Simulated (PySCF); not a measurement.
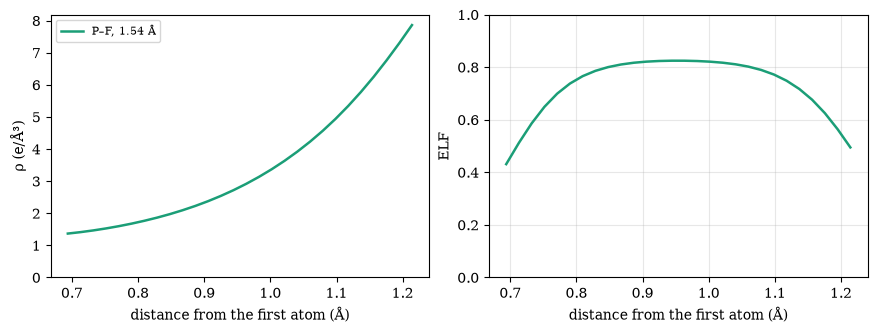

Figure. F₅P (Phosphorus pentafluoride). Electron density and ELF along straight lines between neighbouring atoms. The curves leave out the atomic cores.

Geometry: PBE0-D3(BJ)/def2-TZVP.

These are results of PBE0/pcSseg-2, SCF density, gas phase, non-relativistic (PySCF), not measurements.

```xyz
6

F     1.0946   -0.4319   -1.0670
P     0.0036   -0.0047   -0.0077
F     0.7691    1.3088    0.2507
F     0.3254   -1.2584    0.8298
F    -1.0817   -0.0677   -1.1011
F    -1.0875    0.4236    1.0505
```

What kind of bonding do the profiles show?

Answer. P–F (1.54 Å): ρ is about 1.6 e/Å³ halfway; the ELF peaks at about 0.80 between the atoms, as expected for a polar covalent bond.
